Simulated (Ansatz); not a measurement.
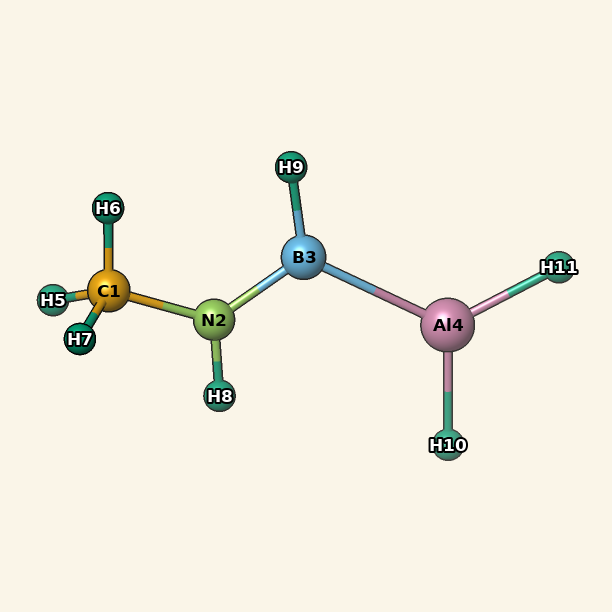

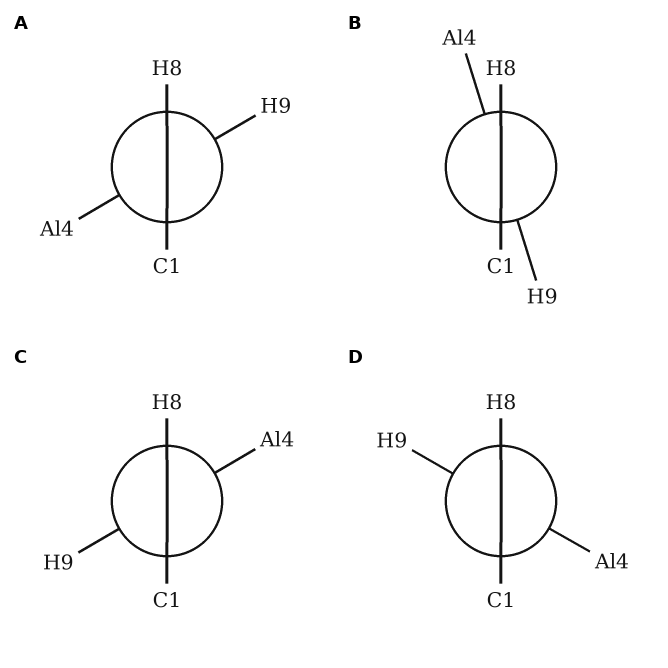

Distant atoms are faded towards the background colour. Bonds that would overlap in a projection are set slightly apart. The computed structure is the end point of a PBE-D4/def2-SVP optimisation. No frequency run is at hand to confirm it as a minimum.

**Which Newman projection shows the view along N2–B3, with N2 in front?**

B. The torsion angle C1–N2–B3–Al4 is 180°, antiperiplanar (anti).
